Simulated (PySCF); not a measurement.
B(H)2(F)(NH3), H5BFN, singlet at its B3LYP/def2-SVP optimised geometry (Å):

```
8

B     -0.8629    -0.1183     0.0000
H     -1.1436     1.0765     0.0000
H     -1.1438    -0.7285     1.0272
F     -1.1804    -0.7887    -1.1784
N      0.8153    -0.1183     0.0000
H      1.1750    -1.0765    -0.0068
H      1.1804     0.3582     0.8279
H      1.1740     0.3579    -0.8320
```

Calculation: B3LYP/def2-TZVP (PySCF 2.14.0).

Map of the electron localisation function on the plane z = 1.2 Å:

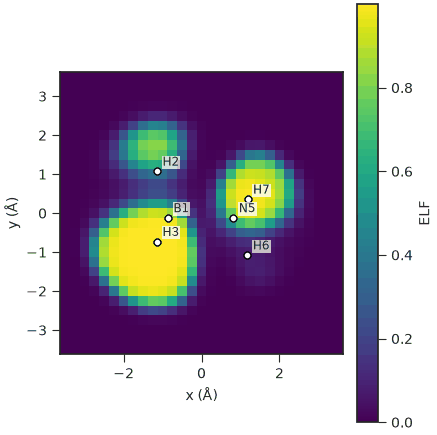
Electron localisation function on the plane z = 1.2 Å.
